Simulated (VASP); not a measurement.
# LaPt3: interstitial H from one void to a neighbouring one, part 3 of 5

How hard is this move in LaPt3: interstitial H from one void to a neighbouring one? Both ends are relaxed first, then a band of images between them. The start is a cell from a database of measured crystal structures.

VASP 6.6.1, plane waves and PAW; the level of theory is named at each step.

So far. Step 2 (Relax the host): The run ended after 4 ionic steps, 0.178 eV below its first step, once forces and stress met EDIFFG = -0.02. Step 3 (Relax the host again, on a new basis): The start already met the threshold, so nothing moved.

## (4) Relax the start (continued)

Level of this step: PBEsol; plane waves and PAW (Pt, La, H) (VASP).

Parts of OUTCAR (step 4):

```text
 Found     14 irreducible k-points:

   k-points           NKPTS =     14   k-points in BZ     NKDIM =     14   number of bands    NBANDS=    102

   dimension x,y,z NGX =    30 NGY =   30 NGZ =   30
   dimension x,y,z NGXF=    60 NGYF=   60 NGZF=   60

   ENCUT  =  280.0 eV  20.58 Ry    4.54 a.u.   9.84  9.84  9.84*2*pi/ulx,y,z

   NELECT =     165.0000    total number of electrons

 E-fermi :  10.4038

 k-point     1 :       0.0000    0.0000    0.0000
  band No.  band energies     occupation
    ...
     76       9.3875      2.00000
     77       9.6446      2.00000
     78       9.6447      2.00000
     79       9.6454      2.00000
     80      10.2484      2.05693
     81      10.6645     -0.03389
     82      10.6647     -0.03376
     83      10.6648     -0.03372
     84      12.0867     -0.00000
     85      12.0888     -0.00000
    ...

 k-point     2 :       0.3333    0.0000    0.0000
  band No.  band energies     occupation
    ...
     79       9.8620      2.00000
     80       9.8910      2.00001
     81       9.9084      2.00003
     82       9.9729      2.00037
     83      10.3583      1.48862
     84      11.4168     -0.00000
     85      12.1065     -0.00000
     86      12.3299     -0.00000
     87      12.3504     -0.00000
     88      12.3876     -0.00000
    ...

  Total        2.8949931      2.8489701      2.9309138     -0.0197217      0.0019636     -0.0025039
  in kB       16.0621833     15.8068357     16.2614809     -0.1094210      0.0108945     -0.0138922
  external PRESSURE =      16.0435000 kB  Pullay stress =       0.0000000 kB

  energy-cutoff  :      280.00
  volume of cell :      288.77
      direct lattice vectors                 reciprocal lattice vectors
    -4.163876575  4.163876575  4.163876575     0.000000000  0.120080408  0.120080408
     4.163876575 -4.163876575  4.163876575     0.120080408  0.000000000  0.120080408
     4.163876575  4.163876575 -4.163876575     0.120080408  0.120080408  0.000000000

 POSITION                                       TOTAL-FORCE (eV/Angst)
 -----------------------------------------------------------------------------------
      2.07792      2.07909      0.03172         0.002107     -0.001965     -0.012978
      2.07633      2.07891      4.13469         0.014035     -0.002194      0.005431
      2.08138      6.24129      0.00534        -0.005214      0.003546     -0.013304
      6.24605      2.07665     -0.00049        -0.009679      0.009183      0.009371
      2.07802      0.00363      2.08074         0.007340     -0.018196      0.011392
     -2.08279      4.13680      2.08469        -0.010914     -0.023272     -0.002624
      2.07897      4.15116      2.08165        -0.000170      0.033493      0.005226
      2.07985      4.18663     -2.07844         0.000955     -0.002474     -0.011441
     -0.01029      2.07808      2.08405         0.017251      0.000958     -0.003439
     -0.03551      2.07902      6.24611         0.008701     -0.013599      0.003910
      0.03518      6.24110      2.08215        -0.040708      0.003128      0.001322
      4.16701      2.07993      2.08446        -0.007319     -0.011918     -0.000660
      4.16125      4.15963      4.16405         0.001168     -0.005794      0.002072
      4.16387      4.15812      0.00187        -0.002920      0.006228     -0.002030
      4.15915     -0.00260      4.16442         0.007087     -0.009792      0.002827
     -0.00183      4.16190      4.16548        -0.001440     -0.003940     -0.004876
      2.09524      2.10343     -2.07428         0.019720      0.036610      0.009801
 -----------------------------------------------------------------------------------
    total drift:                                0.003272     -0.037097     -0.003484

  FREE ENERGIE OF THE ION-ELECTRON SYSTEM (eV)
  ---------------------------------------------------
  free  energy   TOTEN  =      -121.6570920662 eV

  energy  without entropy=     -121.6571267280  energy(sigma->0) =     -121.65710362

 total charge
# of ion       s       p       d       f       tot
--------------------------------------------------
    1        0.666   0.447   8.146   0.000   9.258
    2        0.666   0.445   8.146   0.000   9.257
    3        0.669   0.440   8.123   0.000   9.232
    4        0.669   0.439   8.125   0.000   9.233
    5        0.669   0.439   8.124   0.000   9.233
    6        0.666   0.444   8.145   0.000   9.255
    7        0.669   0.440   8.124   0.000   9.233
    8        0.666   0.448   8.146   0.000   9.261
    9        0.669   0.440   8.124   0.000   9.233
   10        0.666   0.445   8.145   0.000   9.255
   11        0.666   0.446   8.146   0.000   9.259
   12        0.669   0.439   8.125   0.000   9.233
   13        2.094   5.597   0.942   0.268   8.901
   14        2.094   5.597   0.942   0.268   8.901
   15        2.094   5.597   0.942   0.268   8.901
   16        2.094   5.597   0.942   0.268   8.901
   17        0.396   0.029   0.000   0.000   0.425
--------------------------------------------------
tot         16.784  27.730 101.386   1.073 146.973

[... 1 part as in an earlier step ...]

[... 7 further parts left out ...]
```

CONTCAR:

```
La4HPt12
   1.00000000000000
    -4.1638765754999998    4.1638765754999998    4.1638765754999998
     4.1638765754999998   -4.1638765754999998    4.1638765754999998
     4.1638765754999998    4.1638765754999998   -4.1638765754999998
  Pt              La              H
    12     4     1
Direct
     0.2534664653323483    0.2533259227415122    0.4991751156934879
     0.7461313341528056    0.7458214787609134    0.4989631487913728
     0.7500980195851178    0.2505744768514661    0.9993898939146934
     0.2493064216116606    0.7499695865453224    0.9993941174587133
     0.2502927436151592    0.4993864366336632    0.2499664639127225
     0.7470786775917473    0.0002280593080421    0.2466458753152483
     0.7484382909741017    0.4996091652222595    0.7481160301347893
     0.2531516388262033    0.0001696249450940    0.7524813529625168
     0.4997905451475656    0.2490179953042191    0.2483020149685623
     0.9996853035138870    0.7457717244769203    0.2453853389256576
     0.9994599300852963    0.2542508703087062    0.7536590260317311
     0.5000619315473391    0.7506793143249552    0.7501358248614465
     0.9995110744977054    0.9997050798299553    0.9991750187492622
     0.4995332561995376    0.5002247099821967    0.9993077931653693
     0.4997530351809314    0.9994974148263039    0.4991202808479182
     0.9999552279068550    0.4999735470574965    0.4995431973515920
     0.0035007899317424    0.0025171409809676    0.5041788366149100
```

Relaxation path:

| step | energy less that of the first step (eV) | largest force (eV/Å) |
| --- | --- | --- |
| 1 | 0.0000 | 0.4666 |
| 2 | -0.0431 | 0.3219 |
| 3 | -0.0608 | 0.1827 |
| 4 | -0.0609 | 0.1640 |
| 5 | -0.0669 | 0.0826 |
| 6 | -0.0684 | 0.0552 |
| 7 | -0.0685 | 0.0558 |
| 8 | -0.0685 | 0.0564 |
| 9 | -0.0693 | 0.0427 |

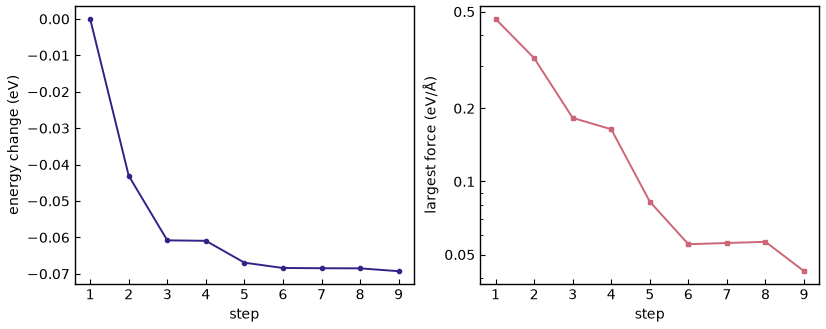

Energy and largest force along the relaxation.

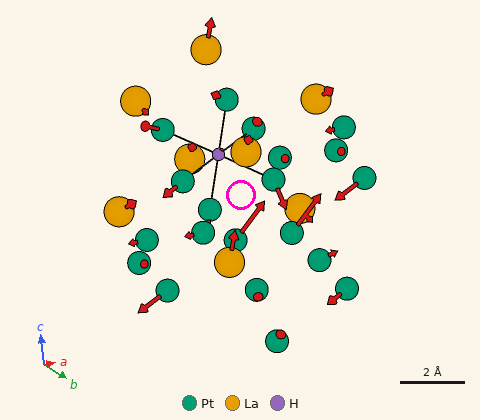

Displacements in the relaxation near the centre, exaggerated; the longest in the cell stands for 0.06 Å. A ring marks the centre wherever it is empty. Bonds to atoms that aren't drawn are left out.

The atoms that moved most (Å):

```csv
atom,dx,dy,dz,length
Pt9,0.044,0.034,0.006,0.056
Pt2,0.020,-0.021,-0.038,0.048
Pt12,-0.038,-0.015,-0.011,0.042
Pt1,-0.011,-0.019,0.025,0.033
Pt6,-0.013,-0.028,0.009,0.032
La13,0.008,0.029,-0.003,0.030
Pt10,-0.027,-0.007,-0.004,0.028
La14,-0.002,0.019,0.016,0.024
```

The relaxed structure:

```
Pt La H
1.0
    -4.16388    4.16388    4.16388
     4.16388   -4.16388    4.16388
     4.16388    4.16388   -4.16388
Pt La H
12 4 1
Direct
  0.25347 0.25333 0.49918
  0.74613 0.74582 0.49896
  0.75010 0.25057 0.99939
  0.24931 0.74997 0.99939
  0.25029 0.49939 0.24997
  0.74708 0.00023 0.24665
  0.74844 0.49961 0.74812
  0.25315 0.00017 0.75248
  0.49979 0.24902 0.24830
  0.99969 0.74577 0.24539
  0.99946 0.25425 0.75366
  0.50006 0.75068 0.75014
  0.99951 0.99971 0.99918
  0.49953 0.50022 0.99931
  0.49975 0.99950 0.49912
  0.99996 0.49997 0.49954
  0.00350 0.00252 0.50418
```

Numbers from this step:

* electronic cycles: 90
* electrons: 165
* free energy (TOTEN): -121.6571 eV
* Fermi energy: 10.40 eV

The run ended after 9 ionic steps, 0.069 eV below its first step, once the forces on the free atoms met EDIFFG = -0.05.

(Continued in part 4 of 5.)

[Lines on the potential files, build, host, timing and source positions are cut from VASP's logs without a mark.]

[Logs are printed without paths, hosts, clocks, repeated set-up lines and the standing remarks that a program may print on its own settings, such as how far it seeks lower states.]

[Hosts, paths, dates, database ids (printed as entryN), source tags and the programs' standing remarks are cut or masked in the printed files.]

[Runs that stopped without an error message from VASP are left out.]
